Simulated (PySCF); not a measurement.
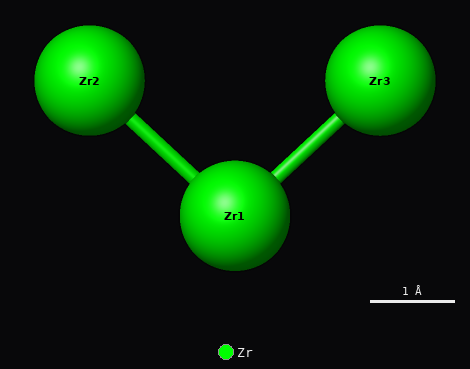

**Figure 1.** The input geometry (ball-and-stick view, seen on its broad side; atoms are numbered from 1 in the order of the input). Sticks mark near contacts. Bond lengths as drawn: Zr–Zr 2.37 Å.

**Run report: Zr3, frequency calculation**

System: Zr3.
Method: RKS-based PBE0, Zr def2-TZVP with ECP28; non-relativistic Hamiltonian with a scalar-relativistic core potential; density fitting (PySCF 2.14.0).

The input
```python
from pyscf import gto, scf, dft
mol = gto.M(atom='''
Zr     0.219720     1.051159    -0.000000
Zr    -0.109860    -0.525580     1.731832
Zr    -0.109860    -0.525580    -1.731832''',
    basis={'Zr': 'def2-TZVP'},
    ecp={'Zr': 'def2-TZVP'},
    charge=0, spin=0)
mf = dft.RKS(mol, xc='PBE0')
mf.grids.atom_grid = (75, 302)
aux = {'Zr': 'def2-universal-JKFIT'}
mf = mf.density_fit(auxbasis=aux)
mf.conv_tol = 1e-09
mf.diis_space = 10
mf.max_cycle = 60
mf.verbose = 4
mf.kernel()
```

The script is an equivalent of the set-up of the self-consistent field. The run itself was carried out by a driver, which started from the orbitals of the step before it where there was one and computed the further properties.

Hardware: 4 threads of Arm Neoverse V1, 24 GiB of memory available, shared host.

Launched with:
```bash
OMP_NUM_THREADS=4 python axn.py task.json out
```

Output
```
init E= -140.825121174824
  HOMO = -0.148732879953859  LUMO = -0.0944043823129155  gap/eV = 1.47835
cycle= 1 E= -140.825121174719  delta_E= 1.06e-10  |g|= 1.96e-05  |ddm|= 2.39e-05
  HOMO = -0.14873255007782  LUMO = -0.0944056914412612  gap/eV = 1.47831
cycle= 2 E= -140.825121172569  delta_E= 2.15e-09  |g|= 8.79e-05  |ddm|= 0.000103
  HOMO = -0.148732915074032  LUMO = -0.0944047765321052  gap/eV = 1.47834
cycle= 3 E= -140.825121174827  delta_E= -2.26e-09  |g|= 2.77e-06  |ddm|= 8.45e-05
  HOMO = -0.148732892096223  LUMO = -0.0944047354319082  gap/eV = 1.47834
cycle= 4 E= -140.82512117483  delta_E= -3.01e-12  |g|= 1.77e-06  |ddm|= 4.14e-06
  HOMO = -0.148732832859424  LUMO = -0.0944046441756021  gap/eV = 1.47835
Extra cycle  E= -140.825121174784  delta_E= 4.51e-11  |g|= 1.15e-05  |ddm|= 1.26e-05
converged SCF energy = -140.825121174784
```

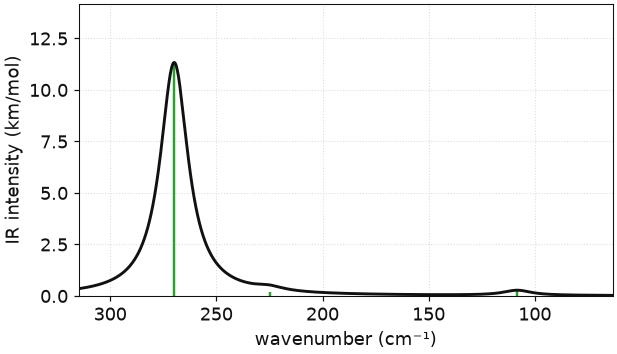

**Figure 2.** Harmonic infrared spectrum, unscaled: sticks (degenerate modes added up, dark ones marked on the axis) with a Lorentzian envelope of 16 cm⁻¹ full width, scaled to the tallest stick. 3 modes from 108 to 270 cm⁻¹, none imaginary. The strongest line is at 270 cm⁻¹ (11.3 km/mol). All modes, in cm⁻¹ (km/mol): 108 (0.2), 225 (0.2), 270 (11.3).

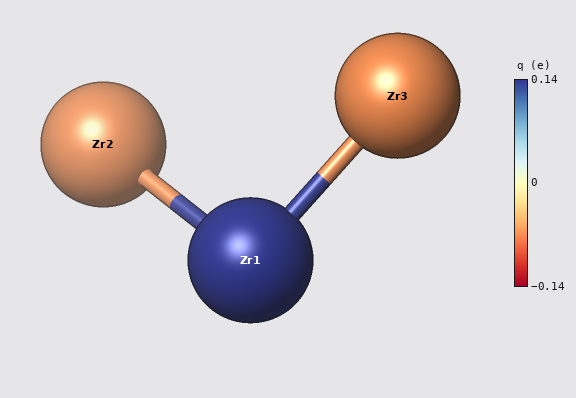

**Figure 3.** Mulliken charges, as the colour of each atom (ball-and-stick view, seen at a tilt; atoms are numbered from 1 in the order of the input). By element: Zr −0.07 to +0.14 e.

Key numbers

```tsv
quantity	value
outcome	converged
total energy	−140.825121 hartree
HOMO	−4.05 eV
LUMO	−2.57 eV
zero-point energy	0.001374 hartree
dipole moment	0.75 D
wavenumbers, lowest and highest	108 and 270 cm⁻¹
wall time	46 s (CPU time 2.5 min)
peak memory	1.1 GiB
```
